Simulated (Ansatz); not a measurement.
Base system: CaHfSe₃ in the cubic perovskite structure (space group Pm-3m, No. 221; a = 5.123 Å; a hypothetical phase, not in the database extracts checked).

The same geometry is solved again with r2SCAN.

Levels (all Ansatz, a quantum-chemistry and plane-wave program, PAW): r2SCAN (500 eV, no spin-orbit coupling); PBEsol (420 eV, no spin-orbit coupling).

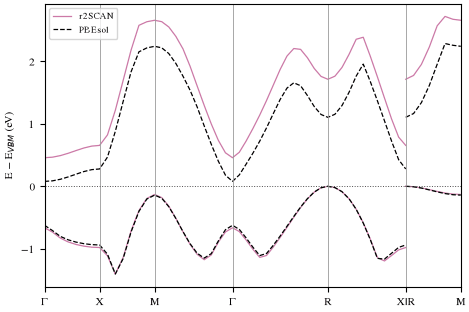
Highest valence and lowest conduction band along the path, each from its own valence-band maximum

The gap is 0.46 eV, indirect, R → Γ; the base has 0.08 eV.

Single points use the geometry relaxed with PBEsol. Spin-orbit coupling, missing from the scalar runs, can matter with Hf. Whether these cells are dynamically stable was not tested. Many cubic perovskites are stable only at high temperature; tilts and polar distortions were not tested. The zero or small gap of CaHfSe3 can change with the level of theory.
